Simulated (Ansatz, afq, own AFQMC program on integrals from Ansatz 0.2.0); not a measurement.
# GeH2− (doublet): quantum Monte Carlo beside coupled cluster at distance Ge1–H3 = 1.477 Å, aug-cc-pVDZ

Aim: compute GeH2− (doublet) with auxiliary-field quantum Monte Carlo on the same integrals as coupled cluster, and set the energies side by side.

Computed with Ansatz 0.2.0, Gaussian basis, and an in-house AFQMC program (afq) on its integrals; all values are calculated. Level: aug-cc-pVDZ, frozen cores.

To be run: PBE (unrestricted); r2SCAN (unrestricted); PBE0 (unrestricted); B3LYP (unrestricted); wB97M-V (unrestricted); B2PLYP (unrestricted); CCSD(T) on UHF; CCSDT(Q) on UHF; Phaseless AFQMC, CISD trial on UHF.

## (1) What is computed

The geometry derives from a PBE0/def2-TZVPD stationary point (not a proven minimum). One bond is set to the value named and the two fragments are kept rigid. No spin-orbit coupling is included. The filled d shell of Ge may be among the frozen orbitals whatever the setting's name suggests; the logs give the count.

3 atoms, charge -1, spin multiplicity 2.

Atoms are counted from 1 here; the program's logs count them from 0.

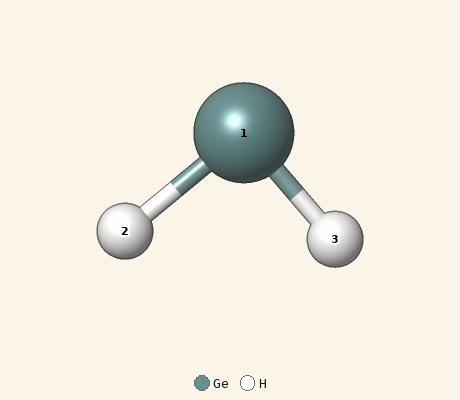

The structure; germanium teal, hydrogen white; atoms are numbered from 1 in the order of the file.

## (2) PBE (unrestricted)

in.yaml reads:

```yaml
crystal:
  periodic: [false, false, false]
  atoms:
    - {symbol: Ge, position_ang: [0.000000, -0.029354, 0.001419]}
    - {symbol: H, position_ang: [0.000000, 1.109441, -1.157009]}
    - {symbol: H, position_ang: [0.000000, 1.006072, 1.054710]}
basis:
  gaussian: {orbitals: aug-cc-pVDZ}
total_charge: -1
magnetization: {spin_polarized: true, initial_magnetization: 1}
hamiltonian: {xc: {name: PBE}}
output: {orbitals: {seedname: orbitals}}
```

Command:

```bash
> ansatz run in.yaml --threads 1 --pin off --events-out ev --progress --plain --max-ram 1382MiB
```

What it wrote:

```text
Functional definition: PBE
  name "PBE"
  cite "Perdew, Burke & Ernzerhof, Phys. Rev. Lett. 77, 3865 (1996) doi:10.1103/PhysRevLett.77.3865"
  parent pbe
  parameter kappa = 0.804
  parameter beta = 0.06672455060314922
  exchange = pbe_x(kappa = kappa, mu = beta*pi^2/3)
  correlation = pbe_c(beta = beta)
573 factors; their error is unknown
mean field evaluation 1: about -56540.0323 eV, gradient 1.1e1 eV
mean field evaluation 2: about -56540.0503 eV, gradient 9.6e0 eV
mean field evaluation 4: about -56540.5941 eV, gradient 2.4e-1 eV
mean field evaluation 8: about -56540.5710 eV, gradient 2.5e-2 eV
mean field evaluation 16: about -56538.3683 eV, gradient 5.8e0 eV
mean field -56540.57098467 eV, -2077.8276591113 hartree, gradient 2.3e-5 eV, S^2 0.752991; 0 other end points of the search recorded, 0 dependent functions left out
reference -56540.57102249 eV, -2077.8276605010 hartree; 18, 17 occupied and 36, 37 virtual orbitals, 573 factors
Total energy: -56540.57102249 eV, -2077.8276605010 hartree
```

Wall time 1.3 s (1 thread of Arm Neoverse V1, shared host).

From the report: ⟨S²⟩ of the determinant 0.753 (pure doublet: 0.75).

## (3) r2SCAN (unrestricted)

Edit in.yaml of step 2 so:

```diff
@@ -10,3 +10,2 @@
 magnetization: {spin_polarized: true, initial_magnetization: 1}
-hamiltonian: {xc: {name: PBE}}
-output: {orbitals: {seedname: orbitals}}
+hamiltonian: {xc: {name: r2SCAN}}
```

The command is unchanged.

What it wrote:

```text
Functional definition: r2SCAN
  name "r2SCAN"
  cite "Furness, Kaplan, Ning, Perdew & Sun, J. Phys. Chem. Lett. 11, 8208 (2020) doi:10.1021/acs.jpclett.0c02405"
  cite "Furness, Kaplan, Ning, Perdew & Sun, J. Phys. Chem. Lett. 11, 9248 (2020) doi:10.1021/acs.jpclett.0c03077"
  parent r2scan
  parameter k0 = 0.174
  parameter k1 = 0.065
  parameter a1 = 4.9479
  exchange = r2scan_x(k0 = k0, k1 = k1, a1 = a1)
  correlation = r2scan_c
573 factors; their error is unknown
mean field evaluation 1: about -56548.5924 eV, gradient 9.1e0 eV
mean field evaluation 2: about -56548.7304 eV, gradient 6.8e0 eV
mean field evaluation 4: about -56548.9752 eV, gradient 2.1e-1 eV
mean field evaluation 8: about -56548.9532 eV, gradient 7.9e-3 eV
mean field evaluation 16: about -56548.9532 eV, gradient 3.3e-5 eV
mean field -56548.95322681 eV, -2078.1357008281 hartree, gradient 3.3e-5 eV, S^2 0.756690; 0 other end points of the search recorded, 0 dependent functions left out
reference -56548.95327582 eV, -2078.1357026293 hartree; 18, 17 occupied and 36, 37 virtual orbitals, 573 factors
Total energy: -56548.95327582 eV, -2078.1357026293 hartree
```

Wall time 3.1 s (1 thread of Arm Neoverse V1, shared host).

From the report: ⟨S²⟩ of the determinant 0.757 (pure doublet: 0.75).

## (4) PBE0 (unrestricted)

Edit in.yaml of step 3 so:

```diff
@@ -10,2 +10,3 @@
 magnetization: {spin_polarized: true, initial_magnetization: 1}
-hamiltonian: {xc: {name: r2SCAN}}
+hamiltonian: {xc: {name: PBE0}}
+output: {orbitals: {seedname: orbitals}}
```

Same command.

What it wrote:

```text
Functional definition: PBE0
  name "PBE0"
  cite "Adamo & Barone, J. Chem. Phys. 110, 6158 (1999) doi:10.1063/1.478522"
  cite "Perdew, Burke & Ernzerhof, Phys. Rev. Lett. 77, 3865 (1996) doi:10.1103/PhysRevLett.77.3865"
  parent pbe
  parameter a = 0.25
  parameter kappa = 0.804
  parameter beta = 0.06672455060314922
  exchange = (1 - a)*pbe_x(kappa = kappa, mu = beta*pi^2/3) + a*exact_x
  correlation = pbe_c(beta = beta)
576 factors; integrals over basis functions are off by at most 7.7e-4 eV
mean field evaluation 1: about -56541.7979 eV, gradient 7.4e0 eV
mean field evaluation 2: about -56541.9262 eV, gradient 5.2e0 eV
mean field evaluation 4: about -56542.0709 eV, gradient 6.2e-1 eV
mean field evaluation 8: about -56542.0768 eV, gradient 3.8e-2 eV
mean field evaluation 16: about -56542.0769 eV, gradient 6.6e-5 eV
mean field -56542.07685541 eV, -2077.8829988401 hartree, gradient 6.6e-5 eV, S^2 0.754625; 0 other end points of the search recorded, 0 dependent functions left out
reference -56542.07688546 eV, -2077.8829999444 hartree; 18, 17 occupied and 36, 37 virtual orbitals, 576 factors
Total energy: -56542.07688546 eV, -2077.8829999444 hartree
```

Wall time 1.7 s (1 thread of Arm Neoverse V1, shared host).

From the report: ⟨S²⟩ of the determinant 0.755 (pure doublet: 0.75).

## (5) B3LYP (unrestricted)

Edit in.yaml of step 4 so:

```diff
@@ -10,3 +10,2 @@
 magnetization: {spin_polarized: true, initial_magnetization: 1}
-hamiltonian: {xc: {name: PBE0}}
-output: {orbitals: {seedname: orbitals}}
+hamiltonian: {xc: {name: B3LYP}}
```

Same command.

What it wrote, cut to the lines that bear on the results:

```text
Functional definition: B3LYP
  name "B3LYP"
  cite "Stephens, Devlin, Chabalowski & Frisch, J. Phys. Chem. 98, 11623 (1994) doi:10.1021/j100096a001"
  cite "Becke, Phys. Rev. A 38, 3098 (1988) doi:10.1103/PhysRevA.38.3098"
  cite "Lee, Yang & Parr, Phys. Rev. B 37, 785 (1988) doi:10.1103/PhysRevB.37.785"
  cite "Vosko, Wilk & Nusair, Can. J. Phys. 58, 1200 (1980) doi:10.1139/p80-159"
[...]
576 factors; integrals over basis functions are off by at most 7.7e-4 eV
[...]
mean field -56550.75565329 eV, -2078.2019387795 hartree, gradient 7.3e-5 eV, S^2 0.752841; 0 other end points of the search recorded, 0 dependent functions left out
reference -56550.75582922 eV, -2078.2019452446 hartree; 18, 17 occupied and 36, 37 virtual orbitals, 576 factors
Total energy: -56550.75582922 eV, -2078.2019452446 hartree
```

Run time: 1.6 s. Hardware: 1 thread of Arm Neoverse V1, shared host.

From the report: ⟨S²⟩ of the determinant 0.753 (pure doublet: 0.75).

## (6) wB97M-V (unrestricted)

Edit in.yaml of step 5 so:

```diff
@@ -10,2 +10,3 @@
 magnetization: {spin_polarized: true, initial_magnetization: 1}
-hamiltonian: {xc: {name: B3LYP}}
+hamiltonian: {xc: {name: wB97M-V}}
+output: {orbitals: {seedname: orbitals}}
```

Launched as before.

What it wrote, cut to the lines that bear on the results:

```text
Functional definition: wB97M-V
  name "wB97M-V"
  cite "Mardirossian & Head-Gordon, J. Chem. Phys. 144, 214110 (2016) doi:10.1063/1.4952647"
  cite "Becke, J. Chem. Phys. 107, 8554 (1997) doi:10.1063/1.475007"
  cite "Vydrov & Van Voorhis, J. Chem. Phys. 133, 244103 (2010) doi:10.1063/1.3521275"
  # Of w^i u^j: cxij and so on, Table III.
[...]
  gx(w, u) = 1 - cx + cx01*u + cx10*w
  gss(w, u) = css00 + css04*u^4 + css10*w + css20*w^2 + css43*w^4*u^3
  gos(w, u) = cos00 + cos10*w + (cos20 + cos21*u)*w^2 + (cos60 + cos61*u)*w^6
[...]
      + integral(e_c_pw_mod_opposite_spin*gos(b97_w_opposite, b97_u_opposite)) + vv10(b, c)
576 factors; integrals over basis functions are off by at most 7.7e-4 eV
210 factors; integrals over basis functions are off by at most 2.1e-5 eV
[...]
mean field -56545.86452212 eV, -2078.0221930242 hartree, gradient 4.4e-5 eV, S^2 0.753383; 0 other end points of the search recorded, 0 dependent functions left out
reference -56545.86455926 eV, -2078.0221943893 hartree; 18, 17 occupied and 36, 37 virtual orbitals, 576 factors
Total energy: -56545.86455926 eV, -2078.0221943893 hartree
```

Run time: 7.5 s. Hardware: 1 thread of Arm Neoverse V1, shared host.

From the report: ⟨S²⟩ of the determinant 0.753 (pure doublet: 0.75).

## (7) B2PLYP (unrestricted)

Edit in.yaml of step 6 so:

```diff
@@ -10,3 +10,3 @@
 magnetization: {spin_polarized: true, initial_magnetization: 1}
-hamiltonian: {xc: {name: wB97M-V}}
-output: {orbitals: {seedname: orbitals}}
+hamiltonian: {xc: {name: B2PLYP}}
+correlation: {electrons: outside_noble_gas}
```

Launched as before.

What it wrote, cut to the lines that bear on the results:

```text
Functional definition: B2PLYP
  name "B2PLYP"
  cite "Grimme, J. Chem. Phys. 124, 034108 (2006) doi:10.1063/1.2148954"
  cite "Becke, Phys. Rev. A 38, 3098 (1988) doi:10.1103/PhysRevA.38.3098"
  cite "Lee, Yang & Parr, Phys. Rev. B 37, 785 (1988) doi:10.1103/PhysRevB.37.785"
[...]
576 factors; integrals over basis functions are off by at most 7.7e-4 eV
[...]
mean field -56536.80657377 eV, -2077.6893195622 hartree, gradient 1.2e-6 eV, S^2 0.756058; 0 other end points of the search recorded, 0 dependent functions left out
14 core orbitals not correlated: weight in the atoms' cores, before any rotation towards them, 0.999 or more for the frozen orbitals, at most 0.001 for the correlated occupied ones
reference -56536.80668558 eV, -2077.6893236711 hartree; 4, 3 occupied and 36, 37 virtual orbitals, 576 factors
second order -3.48798419 eV of doubles, -0.00000000 eV of singles
Total energy: -56537.74844131 eV, -2077.7239325558 hartree
```

It took 1.9 s on 1 thread of Arm Neoverse V1, shared host.

From the report: ⟨S²⟩ of the determinant 0.756 (pure doublet: 0.75).

## (8) CCSD(T) on UHF

Edit in.yaml of step 7 so:

```diff
@@ -10,3 +10,2 @@
 magnetization: {spin_polarized: true, initial_magnetization: 1}
-hamiltonian: {xc: {name: B2PLYP}}
-correlation: {electrons: outside_noble_gas}
+correlation: {method: ccsd_t, electrons: outside_noble_gas, hamiltonian_folder: ham}
```

The command is unchanged.

What it wrote, cut to the lines that bear on the results:

```text
Functional definition: HF
  name "HF"
  cite "Fock, Z. Phys. 61, 126 (1930) doi:10.1007/BF01340294"
  parent pbe
[...]
576 factors; integrals over basis functions are off by at most 7.7e-4 eV
[...]
mean field -56503.40235801 eV, -2076.4617372751 hartree, gradient 2.5e-6 eV, S^2 0.766403; 2 other end points of the search recorded, 0 dependent functions left out
determinant -56503.40235801 eV, -2076.4617372751 hartree, with singles and doubles -56506.84416208 eV, -2076.5882212418 hartree
determinant -56501.70261018 eV, -2076.3992726944 hartree, with singles and doubles -56505.02771024 eV, -2076.5214678678 hartree
determinant -56501.20209687 eV, -2076.3808791695 hartree, with singles and doubles -56504.67738619 eV, -2076.5085936964 hartree
14 core orbitals not correlated: weight in the atoms' cores, before any rotation towards them, 0.999 or more for the frozen orbitals, at most 0.000 for the correlated occupied ones
reference -56503.40235801 eV, -2076.4617372751 hartree; 4, 3 occupied and 36, 37 virtual orbitals, 576 factors
second order -2.74248629 eV of doubles, -0.00000000 eV of singles
cycle   1  -3.41981164 eV  change   -1.2e-1 eV  update   1.9e-2
[...]
cycle   9  -3.42678102 eV  change    5.9e-6 eV  update   6.8e-6
perturbative correction -0.09997313 eV, -0.0036739449 hartree
Total energy: -56506.92911217 eV, -2076.5913430999 hartree
```

It took 2.4 s on 1 thread of Arm Neoverse V1, shared host.

From the report: ⟨S²⟩ of the determinant 0.766 (pure doublet: 0.75); correlation -3.5268 eV; T1 0.017; largest double amplitude 0.05.

This run also writes the integrals to the folder ham.

## (9) CCSDT(Q) on UHF

Edit in.yaml of step 8 so:

```diff
@@ -10,2 +10,2 @@
 magnetization: {spin_polarized: true, initial_magnetization: 1}
-correlation: {method: ccsd_t, electrons: outside_noble_gas, hamiltonian_folder: ham}
+correlation: {method: ccsdt_q, electrons: outside_noble_gas}
```

Launched as before.

What it wrote, cut to the lines that bear on the results:

```text
Functional definition: HF
  name "HF"
  cite "Fock, Z. Phys. 61, 126 (1930) doi:10.1007/BF01340294"
  parent pbe
[...]
951 factors; integrals over basis functions are off by at most 2.2e-7 eV
[...]
mean field -56503.40241330 eV, -2076.4617393072 hartree, gradient 2.3e-6 eV, S^2 0.766403; 2 other end points of the search recorded, 0 dependent functions left out
determinant -56503.40241330 eV, -2076.4617393072 hartree, with singles and doubles -56506.84422353 eV, -2076.5882234999 hartree
determinant -56501.70266482 eV, -2076.3992747027 hartree, with singles and doubles -56505.02779405 eV, -2076.5214709478 hartree
determinant -56501.20215005 eV, -2076.3808811239 hartree, with singles and doubles -56504.67745046 eV, -2076.5085960586 hartree
14 core orbitals not correlated: weight in the atoms' cores, before any rotation towards them, 0.999 or more for the frozen orbitals, at most 0.000 for the correlated occupied ones
reference -56503.40241330 eV, -2076.4617393072 hartree; 4, 3 occupied and 36, 37 virtual orbitals, 951 factors
second order -2.74249385 eV of doubles, -0.00000000 eV of singles
cycle   1  -3.23833479 eV  change   -5.0e-1 eV  update   6.8e-2
[...]
cycle  16  -3.54901972 eV  change    6.7e-7 eV  update   4.9e-7
perturbative correction -0.00399348 eV, -0.0001467576 hartree
Total energy: -56506.95542650 eV, -2076.5923101340 hartree
```

Run time: 14 s. Hardware: 1 thread of Arm Neoverse V1, shared host.

From the report: ⟨S²⟩ of the determinant 0.766 (pure doublet: 0.75); correlation -3.5530 eV; T1 0.017; largest double amplitude 0.06.

## (10) Phaseless AFQMC, CISD trial on UHF

It reads the integrals that the CCSD(T) run on this determinant wrote.

Command:

```bash
> afq ham --method phaseless --trial cisd --walkers 60 --populations 1 --least-time 40 --time-step 0.005 --steps-per-block 50 --equilibration-blocks 28 --max-blocks 300 --target-error 0.00032 --factor-cut 1e-05 --start spin_pure --seed 6846 --release-times 0.24,0.51,0.99,1.62,2.4 --release-step 0.03 --release-every 4 --taylor-order 6
```

What it wrote:

```text
orbitals 40  electrons 4 3  factors 322 of 576
reference energy -2076.46173728 Eh
CCSD correlation -0.12593184 Eh in 11 cycles, weight of the determinant in the CISD state 0.9073
energy of the start -2076.587398 Eh
 block  time / (1/Eh)  mean weight  energy / Eh
     1     0.250  0.9991  -2076.586687
     2     0.500  1.0003  -2076.587151
     3     0.750  1.0007  -2076.588076
     4     1.000  0.9998  -2076.588368
     5     1.250  1.0000  -2076.588749
     6     1.500  1.0005  -2076.591615
     7     1.750  1.0016  -2076.590390
     8     2.000  0.9983  -2076.590691
     9     2.250  1.0010  -2076.591357
    10     2.500  1.0021  -2076.590460
    13     3.250  1.0016  -2076.591508
    17     4.250  1.0005  -2076.596022
    21     5.250  0.9998  -2076.594304
    25     6.250  1.0006  -2076.597110
    29     7.250  1.0011  -2076.592583
    33     8.250  0.9994  -2076.591944
    37     9.250  0.9997  -2076.589427
    41    10.250  1.0008  -2076.591879
    45    11.250  0.9990  -2076.590976
    49    12.250  1.0003  -2076.590958
    53    13.250  0.9997  -2076.593190
    57    14.250  1.0024  -2076.592196
    61    15.250  0.9990  -2076.591713
    65    16.250  1.0007  -2076.594032
    69    17.250  0.9994  -2076.591813
    73    18.250  0.9996  -2076.592343
    77    19.250  1.0011  -2076.593664
    81    20.250  1.0006  -2076.593342
    85    21.250  0.9998  -2076.590975
    89    22.250  1.0000  -2076.591855
    93    23.250  0.9996  -2076.593913
    97    24.250  1.0003  -2076.594481
   101    25.250  0.9987  -2076.594674
   105    26.250  0.9997  -2076.592674
   109    27.250  0.9999  -2076.591938
   113    28.250  1.0001  -2076.591467
   117    29.250  1.0001  -2076.592564
   121    30.250  1.0014  -2076.590455
   125    31.250  1.0019  -2076.589950
   129    32.250  0.9991  -2076.593791
   133    33.250  1.0003  -2076.591960
   137    34.250  0.9996  -2076.590129
   141    35.250  1.0005  -2076.591273
   145    36.250  0.9985  -2076.592305
   149    37.250  1.0006  -2076.593862
   153    38.250  1.0005  -2076.592498
   157    39.250  0.9998  -2076.592914
   161    40.250  1.0001  -2076.590450
   165    41.250  1.0004  -2076.589446
   169    42.250  0.9996  -2076.591655
   173    43.250  0.9999  -2076.593799
   177    44.250  0.9991  -2076.590139
   181    45.250  1.0011  -2076.594173
   185    46.250  1.0008  -2076.593197
blocks merged  error / Eh  count
     1  0.000114  160
     2  0.000147  80
     4  0.000177  40
     8  0.000183  20
    16  0.000205  10
released: time / (1/Eh)  energy / Eh  error  mean overlap
  0.24  -2076.592331  0.000247  0.9974
  0.51  -2076.592384  0.000212  0.9961
  0.99  -2076.592326  0.000229  0.9927
  1.62  -2076.592623  0.000220  0.9639
  2.40  -2076.592490  0.000231  0.9716
energy -2076.592148 +/- 0.000183 Eh
```

It took 3.9 min on 1 thread of Arm Neoverse V1, shared host.

Energy -56506.9510 ± 0.0050 eV. Caveats: constraint bias not in the error.

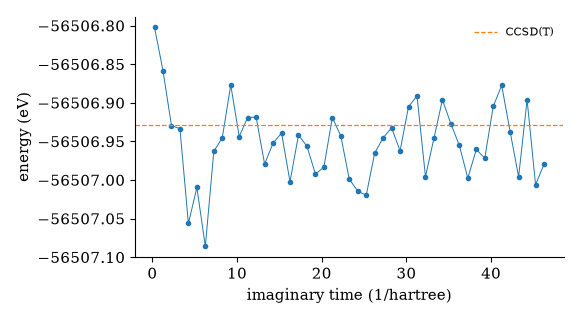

Block energies along the walk.

## (11) AFQMC on the ladder

On the UHF determinant, counted from CCSDT(Q) (a yardstick, not exact):

| level | energy (eV) | from CCSDT(Q) (kJ/mol) | statistical error (kJ/mol) | time |
| --- | --- | --- | --- | --- |
| HF | -56503.4024 | +342.8 |  |  |
| MP2 | -56506.1448 | +78.2 |  |  |
| CCSD | -56506.8291 | +12.2 |  |  |
| CCSD(T) | -56506.9291 | +2.5 |  |  |
| CCSDT(Q) | -56506.9554 | 0.0 |  |  |
| Phaseless AFQMC, CISD trial, step 0.005, 60 walkers | -56506.9510 | +0.4 | 0.5 | 3.9 min |

The functionals' totals stand on their own zeros and serve differences with other points: PBE -56540.571 eV; r2SCAN -56548.953 eV; PBE0 -56542.077 eV; B3LYP -56550.756 eV; wB97M-V -56545.865 eV; B2PLYP -56537.748 eV.

## (12) Results

| quantity | value |
| --- | --- |
| CCSD(T) on UHF from CCSDT(Q) | +2.5 kJ/mol |
| Phaseless AFQMC, CISD trial on UHF from CCSDT(Q) | +0.4 ± 0.5 kJ/mol |

On UHF the phaseless walk with the CISD trial lies +0.4 kJ/mol from CCSDT(Q), within three error bars. Error bars are statistical and leave out the constraint, the time step and what remains of the start.
